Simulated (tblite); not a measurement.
SiH5O4 (charge −1): geometry relaxation (part 3 of 4)

Continued. System: SiH5O4, charge −1, SMILES O[SiH-](O)(O)O. Method: GFN2-xTB geometry optimisation, gas phase (tblite 0.8.0). 

Geometry of the input (Å):
```
O  -0.0733  0.9463  -1.3582
Si -0.0064  0.0112  -0.0294
O  -0.9913  0.6675  1.1129
O  -0.3750  -1.5139  -0.5132
O  1.4853  -0.0947  0.7211
H  -0.2099  1.8954  -1.2213
H  -0.8577  0.4467  2.0189
H  -1.0366  -1.6090  -1.1657
H  2.1230  -0.7233  0.3319
H  0.9116  -0.2865  -1.1554
```

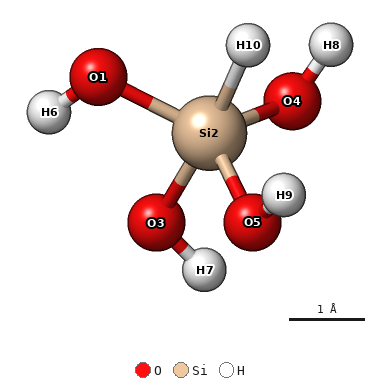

*The geometry at step 72 of the log (ball-and-stick view, seen at a tilt; atoms are numbered from 1 in the order of the input).*

**Trajectory as extended XYZ, continued**
```
10
Properties=species:S:1:pos:R:3:forces:R:3 step=57 energy=-568.10766
O    -0.0317    1.2996   -1.3105    0.0020  -0.0190  -0.0130
Si    0.1532   -0.0042   -0.2625    0.0100   0.0050   0.0070
O    -0.7949    0.8055    0.9359    0.0020  -0.0040  -0.0030
O    -0.9310   -1.3119   -0.3376    0.0030   0.0050  -0.0040
O     1.4062   -0.2292    0.8782    0.0170   0.0100   0.0110
H    -0.6080    1.9561   -0.9251    0.0040   0.0160   0.0130
H    -0.7617    0.3435    1.7686   -0.0320  -0.0030   0.0050
H    -0.7222   -1.9023   -1.0544   -0.0110  -0.0090   0.0040
H     2.1837   -0.6161    0.4885    0.0170  -0.0010  -0.0020
H     1.0760   -0.6014   -1.4397   -0.0110   0.0010  -0.0160
10
Properties=species:S:1:pos:R:3:forces:R:3 step=58 energy=-568.10783
O    -0.0323    1.2986   -1.3109    0.0100  -0.0290  -0.0140
Si    0.1545   -0.0046   -0.2624   -0.0050   0.0050  -0.0050
O    -0.7938    0.8063    0.9354    0.0000  -0.0050  -0.0060
O    -0.9291   -1.3135   -0.3350    0.0050   0.0010  -0.0140
O     1.4071   -0.2269    0.8773    0.0270   0.0080   0.0240
H    -0.6068    1.9548   -0.9228   -0.0040   0.0280   0.0140
H    -0.7651    0.3428    1.7674   -0.0300  -0.0050   0.0080
H    -0.7260   -1.9005   -1.0565   -0.0110   0.0000   0.0150
H     2.1847   -0.6154    0.4895    0.0190  -0.0020  -0.0060
H     1.0762   -0.6022   -1.4405   -0.0110  -0.0010  -0.0140
10
Properties=species:S:1:pos:R:3:forces:R:3 step=60 energy=-568.10860
O    -0.0334    1.2977   -1.3106    0.0240  -0.0270  -0.0020
Si    0.1576   -0.0054   -0.2624   -0.0450  -0.0060  -0.0380
O    -0.7945    0.8082    0.9313    0.0020  -0.0070   0.0000
O    -0.9200   -1.3209   -0.3244   -0.0050  -0.0060  -0.0200
O     1.4132   -0.2161    0.8722    0.0390   0.0030   0.0260
H    -0.5914    1.9595   -0.9084   -0.0120   0.0330  -0.0030
H    -0.7882    0.3396    1.7608   -0.0210  -0.0130   0.0070
H    -0.7313   -1.9023   -1.0549   -0.0030   0.0200   0.0350
H     2.1871   -0.6134    0.4858    0.0210  -0.0010  -0.0070
H     1.0703   -0.6071   -1.4478   -0.0020   0.0050   0.0020
10
Properties=species:S:1:pos:R:3:forces:R:3 step=61 energy=-568.10895
O    -0.0317    1.2995   -1.3086    0.0180  -0.0060   0.0050
Si    0.1572   -0.0054   -0.2626   -0.0380  -0.0120  -0.0310
O    -0.7974    0.8081    0.9288    0.0060  -0.0040   0.0070
O    -0.9166   -1.3240   -0.3202   -0.0180  -0.0100  -0.0130
O     1.4171   -0.2115    0.8690    0.0250   0.0000   0.0000
H    -0.5804    1.9663   -0.9008   -0.0010   0.0130  -0.0160
H    -0.8028    0.3383    1.7577   -0.0150  -0.0200   0.0010
H    -0.7272   -1.9082   -1.0484   -0.0010   0.0230   0.0340
H     2.1870   -0.6134    0.4794    0.0180   0.0050   0.0010
H     1.0644   -0.6101   -1.4528    0.0050   0.0120   0.0110
10
Properties=species:S:1:pos:R:3:forces:R:3 step=62 energy=-568.10912
O    -0.0293    1.3013   -1.3066    0.0110   0.0060   0.0030
Si    0.1560   -0.0052   -0.2628   -0.0160  -0.0110  -0.0140
O    -0.7995    0.8076    0.9280    0.0080  -0.0010   0.0100
O    -0.9164   -1.3245   -0.3191   -0.0230  -0.0180  -0.0130
O     1.4193   -0.2103    0.8673    0.0070  -0.0010  -0.0210
H    -0.5752    1.9707   -0.8984    0.0060   0.0000  -0.0180
H    -0.8105    0.3377    1.7568   -0.0100  -0.0240  -0.0040
H    -0.7222   -1.9125   -1.0431   -0.0050   0.0250   0.0370
H     2.1869   -0.6139    0.4745    0.0150   0.0090   0.0070
H     1.0606   -0.6114   -1.4552    0.0080   0.0150   0.0140
10
Properties=species:S:1:pos:R:3:forces:R:3 step=63 energy=-568.10926
O    -0.0273    1.3027   -1.3051    0.0020   0.0160   0.0020
Si    0.1547   -0.0051   -0.2628    0.0050  -0.0080   0.0030
O    -0.8005    0.8073    0.9280    0.0080   0.0000   0.0150
O    -0.9178   -1.3240   -0.3191   -0.0210  -0.0250  -0.0170
O     1.4206   -0.2103    0.8659   -0.0080  -0.0010  -0.0320
H    -0.5729    1.9733   -0.8981    0.0130  -0.0110  -0.0200
H    -0.8150    0.3371    1.7567   -0.0070  -0.0250  -0.0110
H    -0.7179   -1.9153   -1.0390   -0.0110   0.0250   0.0390
H     2.1872   -0.6142    0.4712    0.0110   0.0130   0.0090
H     1.0585   -0.6119   -1.4561    0.0070   0.0150   0.0130
10
Properties=species:S:1:pos:R:3:forces:R:3 step=64 energy=-568.10943
O    -0.0250    1.3038   -1.3038   -0.0080   0.0260   0.0020
Si    0.1535   -0.0053   -0.2630    0.0240  -0.0020   0.0180
O    -0.8009    0.8071    0.9284    0.0070   0.0000   0.0170
O    -0.9201   -1.3233   -0.3191   -0.0130  -0.0240  -0.0190
O     1.4221   -0.2103    0.8640   -0.0190  -0.0020  -0.0340
H    -0.5708    1.9754   -0.8981    0.0200  -0.0200  -0.0200
H    -0.8200    0.3356    1.7563   -0.0030  -0.0240  -0.0190
H    -0.7142   -1.9174   -1.0349   -0.0170   0.0190   0.0370
H     2.1884   -0.6141    0.4685    0.0050   0.0160   0.0080
H     1.0565   -0.6119   -1.4567    0.0050   0.0120   0.0100
10
Properties=species:S:1:pos:R:3:forces:R:3 step=65 energy=-568.10965
O    -0.0223    1.3050   -1.3026   -0.0150   0.0310   0.0020
Si    0.1526   -0.0057   -0.2635    0.0340   0.0070   0.0270
O    -0.8004    0.8072    0.9287    0.0050  -0.0010   0.0180
O    -0.9230   -1.3228   -0.3183    0.0010  -0.0110  -0.0140
O     1.4239   -0.2095    0.8608   -0.0240  -0.0040  -0.0230
H    -0.5673    1.9776   -0.8972    0.0230  -0.0240  -0.0200
H    -0.8274    0.3325    1.7547    0.0010  -0.0240  -0.0260
H    -0.7112   -1.9197   -1.0295   -0.0230   0.0050   0.0270
H     2.1908   -0.6132    0.4662   -0.0030   0.0180   0.0020
H     1.0539   -0.6116   -1.4578    0.0020   0.0030   0.0070
10
Properties=species:S:1:pos:R:3:forces:R:3 step=66 energy=-568.10985
O    -0.0201    1.3060   -1.3018   -0.0130   0.0250   0.0010
Si    0.1523   -0.0062   -0.2642    0.0280   0.0140   0.0230
O    -0.7995    0.8075    0.9287    0.0030  -0.0020   0.0150
O    -0.9252   -1.3231   -0.3163    0.0140   0.0100  -0.0030
O     1.4255   -0.2076    0.8569   -0.0170  -0.0070  -0.0010
H    -0.5622    1.9797   -0.8947    0.0160  -0.0150  -0.0170
H    -0.8358    0.3282    1.7517    0.0030  -0.0250  -0.0250
H    -0.7098   -1.9222   -1.0240   -0.0240  -0.0110   0.0110
H     2.1936   -0.6115    0.4647   -0.0100   0.0190  -0.0070
H     1.0509   -0.6112   -1.4594    0.0000  -0.0080   0.0030
10
Properties=species:S:1:pos:R:3:forces:R:3 step=68 energy=-568.11016
O    -0.0177    1.3082   -1.3013    0.0110  -0.0040  -0.0030
Si    0.1529   -0.0061   -0.2655   -0.0060   0.0150  -0.0060
O    -0.7981    0.8086    0.9277    0.0010  -0.0010   0.0030
O    -0.9257   -1.3243   -0.3110    0.0240   0.0350   0.0130
O     1.4271   -0.2033    0.8510    0.0060  -0.0090   0.0370
H    -0.5509    1.9837   -0.8875   -0.0100   0.0180  -0.0090
H    -0.8504    0.3194    1.7437    0.0030  -0.0270  -0.0110
H    -0.7098   -1.9273   -1.0146   -0.0190  -0.0250  -0.0070
H     2.1967   -0.6073    0.4622   -0.0090   0.0160  -0.0200
H     1.0455   -0.6119   -1.4632    0.0010  -0.0170   0.0020
10
Properties=species:S:1:pos:R:3:forces:R:3 step=69 energy=-568.11040
O    -0.0155    1.3103   -1.3007    0.0280  -0.0240  -0.0070
Si    0.1535   -0.0055   -0.2661   -0.0250   0.0110  -0.0230
O    -0.7973    0.8094    0.9273   -0.0020  -0.0020   0.0000
O    -0.9252   -1.3245   -0.3067    0.0220   0.0390   0.0190
O     1.4285   -0.2006    0.8475    0.0170  -0.0090   0.0490
H    -0.5424    1.9873   -0.8826   -0.0260   0.0380  -0.0020
H    -0.8620    0.3118    1.7372    0.0030  -0.0250  -0.0050
H    -0.7100   -1.9314   -1.0071   -0.0150  -0.0240  -0.0110
H     2.1985   -0.6035    0.4586   -0.0050   0.0130  -0.0240
H     1.0416   -0.6137   -1.4659    0.0020  -0.0160   0.0040
10
Properties=species:S:1:pos:R:3:forces:R:3 step=70 energy=-568.11079
O    -0.0109    1.3141   -1.2993    0.0480  -0.0470  -0.0120
Si    0.1543   -0.0040   -0.2668   -0.0380   0.0040  -0.0350
O    -0.7960    0.8103    0.9277   -0.0050  -0.0070   0.0010
O    -0.9248   -1.3235   -0.3003    0.0140   0.0350   0.0220
O     1.4312   -0.1973    0.8430    0.0260  -0.0080   0.0530
H    -0.5306    1.9934   -0.8772   -0.0420   0.0570   0.0070
H    -0.8806    0.2987    1.7271    0.0030  -0.0150  -0.0050
H    -0.7102   -1.9379   -0.9945   -0.0090  -0.0170  -0.0140
H     2.2012   -0.5971    0.4515    0.0020   0.0090  -0.0240
H     1.0359   -0.6172   -1.4696    0.0010  -0.0110   0.0060
10
Properties=species:S:1:pos:R:3:forces:R:3 step=71 energy=-568.11123
O    -0.0042    1.3187   -1.2971    0.0570  -0.0600  -0.0160
Si    0.1550   -0.0020   -0.2669   -0.0350  -0.0020  -0.0300
O    -0.7945    0.8106    0.9295   -0.0080  -0.0090  -0.0050
O    -0.9252   -1.3204   -0.2944   -0.0010   0.0210   0.0230
O     1.4346   -0.1955    0.8395    0.0270  -0.0070   0.0380
H    -0.5206    2.0001   -0.8751   -0.0470   0.0620   0.0170
H    -0.8999    0.2834    1.7163    0.0040  -0.0050  -0.0030
H    -0.7108   -1.9443   -0.9803   -0.0020  -0.0070  -0.0150
H     2.2046   -0.5896    0.4422    0.0070   0.0080  -0.0180
H     1.0308   -0.6214   -1.4723   -0.0010   0.0000   0.0080
10
Properties=species:S:1:pos:R:3:forces:R:3 step=72 energy=-568.11152
O     0.0009    1.3207   -1.2953    0.0420  -0.0450  -0.0120
Si    0.1556   -0.0007   -0.2661   -0.0150  -0.0040  -0.0110
O    -0.7933    0.8102    0.9319   -0.0070   0.0000  -0.0230
O    -0.9263   -1.3171   -0.2922   -0.0140   0.0120   0.0270
O     1.4372   -0.1962    0.8393    0.0140  -0.0060   0.0150
H    -0.5198    2.0025   -0.8780   -0.0310   0.0420   0.0160
H    -0.9087    0.2749    1.7115    0.0030  -0.0070   0.0100
H    -0.7125   -1.9455   -0.9740    0.0030  -0.0080  -0.0210
H     2.2069   -0.5851    0.4364    0.0080   0.0090  -0.0100
H     1.0296   -0.6240   -1.4719   -0.0030   0.0080   0.0080
10
Properties=species:S:1:pos:R:3:forces:R:3 step=73 energy=-568.11163
O     0.0046    1.3212   -1.2938    0.0150  -0.0140  -0.0050
Si    0.1561   -0.0005   -0.2651    0.0020  -0.0040   0.0050
O    -0.7922    0.8103    0.9332   -0.0120  -0.0160   0.0020
O    -0.9275   -1.3153   -0.2915   -0.0150   0.0050   0.0230
O     1.4395   -0.1968    0.8397    0.0000  -0.0060   0.0010
H    -0.5222    2.0022   -0.8811   -0.0040   0.0110   0.0050
H    -0.9131    0.2715    1.7103    0.0080   0.0120  -0.0150
H    -0.7140   -1.9442   -0.9729    0.0020  -0.0070  -0.0190
H     2.2089   -0.5833    0.4334    0.0080   0.0100  -0.0050
H     1.0294   -0.6254   -1.4708   -0.0040   0.0090   0.0070
10
Properties=species:S:1:pos:R:3:forces:R:3 step=74 energy=-568.11162
O     0.0050    1.3202   -1.2937   -0.0060   0.0040   0.0010
Si    0.1563   -0.0008   -0.2644    0.0090  -0.0010   0.0130
O    -0.7927    0.8090    0.9340    0.0010   0.0340  -0.0640
O    -0.9286   -1.3140   -0.2946   -0.0130  -0.0020   0.0150
O     1.4384   -0.1996    0.8428   -0.0060  -0.0050  -0.0050
H    -0.5304    1.9987   -0.8868    0.0140  -0.0080   0.0000
H    -0.9033    0.2757    1.7143   -0.0030  -0.0350   0.0500
H    -0.7160   -1.9411   -0.9782    0.0010  -0.0040  -0.0130
H     2.2082   -0.5848    0.4363    0.0070   0.0100  -0.0030
H     1.0326   -0.6237   -1.4682   -0.0040   0.0060   0.0050
10
Properties=species:S:1:pos:R:3:forces:R:3 step=76 energy=-568.11170
O     0.0048    1.3201   -1.2939    0.0000   0.0010   0.0000
Si    0.1565   -0.0011   -0.2646    0.0000  -0.0030   0.0040
O    -0.7928    0.8096    0.9328   -0.0080  -0.0080  -0.0030
O    -0.9278   -1.3155   -0.2926   -0.0080   0.0020   0.0130
O     1.4390   -0.1980    0.8414   -0.0010  -0.0060   0.0030
H    -0.5269    1.9996   -0.8840    0.0090  -0.0020  -0.0010
H    -0.9071    0.2745    1.7131    0.0050   0.0050  -0.0060
H    -0.7164   -1.9416   -0.9775    0.0000  -0.0030  -0.0110
H     2.2089   -0.5840    0.4357    0.0060   0.0100  -0.0050
H     1.0314   -0.6240   -1.4691   -0.0040   0.0040   0.0050
10
Properties=species:S:1:pos:R:3:forces:R:3 step=77 energy=-568.11176
O     0.0049    1.3196   -1.2942    0.0010   0.0000   0.0020
Si    0.1567   -0.0015   -0.2645   -0.0080  -0.0040  -0.0030
O    -0.7938    0.8092    0.9317   -0.0060  -0.0200   0.0200
O    -0.9271   -1.3169   -0.2910   -0.0030   0.0020   0.0050
O     1.4389   -0.1977    0.8416    0.0030  -0.0050   0.0070
H    -0.5256    1.9996   -0.8836    0.0060   0.0000  -0.0020
H    -0.9064    0.2741    1.7128    0.0050   0.0180  -0.0220
H    -0.7189   -1.9411   -0.9787    0.0010   0.0000  -0.0070
H     2.2095   -0.5826    0.4360    0.0040   0.0100  -0.0040
H     1.0314   -0.6232   -1.4684   -0.0040  -0.0010   0.0030
10
Properties=species:S:1:pos:R:3:forces:R:3 step=78 energy=-568.11179
O     0.0054    1.3195   -1.2943    0.0020  -0.0010   0.0030
Si    0.1566   -0.0018   -0.2644   -0.0100  -0.0040  -0.0050
O    -0.7949    0.8086    0.9309   -0.0030  -0.0190   0.0250
O    -0.9269   -1.3177   -0.2897    0.0000  -0.0020  -0.0040
O     1.4390   -0.1978    0.8417    0.0030  -0.0030   0.0070
H    -0.5238    2.0004   -0.8836    0.0050   0.0000  -0.0010
H    -0.9064    0.2732    1.7121    0.0030   0.0190  -0.0210
H    -0.7204   -1.9412   -0.9788    0.0010   0.0050  -0.0010
H     2.2100   -0.5809    0.4353    0.0030   0.0110  -0.0020
H     1.0310   -0.6227   -1.4677   -0.0040  -0.0050   0.0000
10
Properties=species:S:1:pos:R:3:forces:R:3 step=79 energy=-568.11182
O     0.0062    1.3195   -1.2941    0.0030  -0.0020   0.0030
Si    0.1564   -0.0021   -0.2642   -0.0080  -0.0040  -0.0040
O    -0.7958    0.8079    0.9306    0.0020  -0.0100   0.0180
O    -0.9267   -1.3185   -0.2881    0.0010  -0.0030  -0.0080
O     1.4394   -0.1979    0.8418    0.0000  -0.0020   0.0020
H    -0.5216    2.0015   -0.8837    0.0030   0.0000   0.0010
H    -0.9078    0.2719    1.7109    0.0010   0.0130  -0.0090
H    -0.7216   -1.9412   -0.9785    0.0010   0.0030   0.0000
H     2.2108   -0.5787    0.4338    0.0010   0.0110   0.0010
H     1.0303   -0.6226   -1.4670   -0.0030  -0.0080  -0.0040
10
Properties=species:S:1:pos:R:3:forces:R:3 step=80 energy=-568.11184
O     0.0071    1.3196   -1.2937    0.0030  -0.0010   0.0020
Si    0.1561   -0.0023   -0.2640   -0.0030  -0.0020  -0.0010
O    -0.7962    0.8075    0.9306    0.0030  -0.0010   0.0070
O    -0.9268   -1.3189   -0.2871    0.0010  -0.0050  -0.0100
O     1.4399   -0.1979    0.8414   -0.0030  -0.0010  -0.0010
H    -0.5196    2.0026   -0.8832    0.0020  -0.0010   0.0010
H    -0.9100    0.2708    1.7097   -0.0010   0.0050   0.0030
H    -0.7215   -1.9417   -0.9773   -0.0010   0.0030   0.0010
H     2.2114   -0.5772    0.4322    0.0010   0.0110   0.0030
H     1.0292   -0.6230   -1.4669   -0.0030  -0.0090  -0.0050
10
Properties=species:S:1:pos:R:3:forces:R:3 step=81 energy=-568.11185
O     0.0080    1.3197   -1.2932    0.0030  -0.0010   0.0010
Si    0.1559   -0.0025   -0.2638    0.0020  -0.0010   0.0020
O    -0.7962    0.8074    0.9307    0.0030   0.0070  -0.0030
O    -0.9269   -1.3192   -0.2862    0.0000  -0.0040  -0.0090
O     1.4406   -0.1975    0.8409   -0.0060  -0.0010  -0.0040
H    -0.5176    2.0034   -0.8826    0.0020   0.0000   0.0020
H    -0.9130    0.2697    1.7084   -0.0020  -0.0020   0.0130
H    -0.7213   -1.9419   -0.9762   -0.0010   0.0010   0.0000
H     2.2121   -0.5756    0.4305    0.0010   0.0110   0.0030
H     1.0279   -0.6238   -1.4671   -0.0020  -0.0090  -0.0060
10
Properties=species:S:1:pos:R:3:forces:R:3 step=82 energy=-568.11187
O     0.0093    1.3199   -1.2925    0.0020   0.0010   0.0010
Si    0.1556   -0.0028   -0.2636    0.0060   0.0000   0.0040
O    -0.7960    0.8074    0.9310    0.0020   0.0120  -0.0110
O    -0.9272   -1.3196   -0.2849    0.0000  -0.0050  -0.0100
O     1.4415   -0.1970    0.8399   -0.0080  -0.0010  -0.0050
H    -0.5147    2.0044   -0.8813    0.0020  -0.0020   0.0020
H    -0.9174    0.2681    1.7067   -0.0010  -0.0080   0.0200
H    -0.7210   -1.9425   -0.9748   -0.0030   0.0000   0.0010
H     2.2133   -0.5732    0.4286    0.0010   0.0100   0.0030
H     1.0262   -0.6251   -1.4677   -0.0010  -0.0080  -0.0060
10
Properties=species:S:1:pos:R:3:forces:R:3 step=84 energy=-568.11194
O     0.0129    1.3198   -1.2907   -0.0010   0.0040   0.0020
Si    0.1554   -0.0041   -0.2631    0.0050   0.0010   0.0010
O    -0.7953    0.8072    0.9317   -0.0030   0.0120  -0.0160
O    -0.9279   -1.3209   -0.2823    0.0010  -0.0030  -0.0110
O     1.4427   -0.1960    0.8380   -0.0040  -0.0010  -0.0010
H    -0.5083    2.0058   -0.8783    0.0040  -0.0030   0.0000
H    -0.9266    0.2648    1.7035    0.0010  -0.0110   0.0220
H    -0.7225   -1.9431   -0.9730   -0.0060   0.0000   0.0050
H     2.2172   -0.5650    0.4253    0.0000   0.0070  -0.0010
H     1.0221   -0.6290   -1.4695    0.0030  -0.0060  -0.0010
10
Properties=species:S:1:pos:R:3:forces:R:3 step=85 energy=-568.11198
O     0.0144    1.3193   -1.2902   -0.0020   0.0050   0.0020
Si    0.1553   -0.0050   -0.2629   -0.0010   0.0000  -0.0040
O    -0.7954    0.8069    0.9319   -0.0040   0.0080  -0.0140
O    -0.9287   -1.3214   -0.2823    0.0020  -0.0010  -0.0100
O     1.4420   -0.1966    0.8381    0.0030  -0.0010   0.0030
H    -0.5065    2.0056   -0.8778    0.0040  -0.0030   0.0000
H    -0.9273    0.2645    1.7037    0.0020  -0.0090   0.0180
H    -0.7243   -1.9429   -0.9740   -0.0050   0.0010   0.0060
H     2.2191   -0.5600    0.4252   -0.0020   0.0050  -0.0030
H     1.0209   -0.6308   -1.4701    0.0040  -0.0050   0.0020
10
Properties=species:S:1:pos:R:3:forces:R:3 step=86 energy=-568.11202
O     0.0151    1.3187   -1.2901   -0.0040   0.0050   0.0040
Si    0.1549   -0.0058   -0.2629   -0.0060  -0.0010  -0.0080
O    -0.7961    0.8062    0.9317   -0.0040   0.0020  -0.0090
O    -0.9297   -1.3216   -0.2839    0.0010   0.0000  -0.0100
O     1.4402   -0.1983    0.8393    0.0070   0.0010   0.0050
H    -0.5064    2.0050   -0.8783    0.0050  -0.0050  -0.0010
H    -0.9236    0.2657    1.7058    0.0020  -0.0050   0.0100
H    -0.7258   -1.9427   -0.9762   -0.0040   0.0020   0.0070
H     2.2200   -0.5556    0.4263   -0.0020   0.0020  -0.0050
H     1.0210   -0.6319   -1.4702    0.0060  -0.0030   0.0050
10
Properties=species:S:1:pos:R:3:forces:R:3 step=87 energy=-568.11205
O     0.0149    1.3184   -1.2904   -0.0030   0.0020   0.0030
Si    0.1543   -0.0062   -0.2631   -0.0060  -0.0010  -0.0060
O    -0.7972    0.8056    0.9314   -0.0030  -0.0040   0.0010
O    -0.9305   -1.3215   -0.2861   -0.0010   0.0020  -0.0070
O     1.4383   -0.2003    0.8408    0.0070   0.0040   0.0040
H    -0.5076    2.0044   -0.8796    0.0030  -0.0040   0.0020
H    -0.9180    0.2676    1.7087    0.0010   0.0020  -0.0010
H    -0.7261   -1.9426   -0.9781   -0.0030   0.0010   0.0050
H     2.2196   -0.5539    0.4276   -0.0020   0.0000  -0.0050
H     1.0219   -0.6319   -1.4697    0.0060  -0.0020   0.0060
```
